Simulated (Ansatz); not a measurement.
Ge, response to strain

Consider Ge in the diamond structure (space group Fd-3m, No. 227; a = 5.762 Å).

Strains are applied to the cell and any free atomic positions relax.

Level of theory: PBE (Ansatz, a quantum-chemistry and plane-wave program; PAW; 420 eV plane waves; no SOC).

Notes on the quantities. energy relative to the base: free energy F.

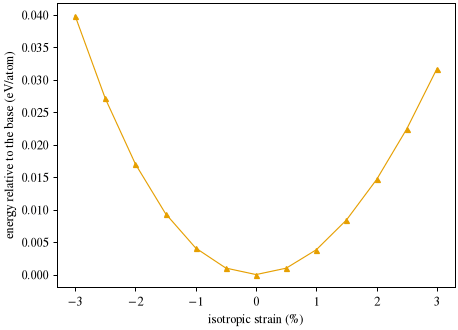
Figure. Energy relative to the base against isotropic strain

```csv
isotropic strain (%),energy relative to the base
-3,+40 meV/atom
-2.5,+27 meV/atom
-2,+17 meV/atom
-1.5,+9.4 meV/atom
-1,+4.1 meV/atom
-0.5,+1.0 meV/atom
0.5,+1.0 meV/atom
1,+3.8 meV/atom
1.5,+8.4 meV/atom
2,+15 meV/atom
2.5,+22 meV/atom
3,+32 meV/atom
```

Whether these cells are dynamically stable was not tested.
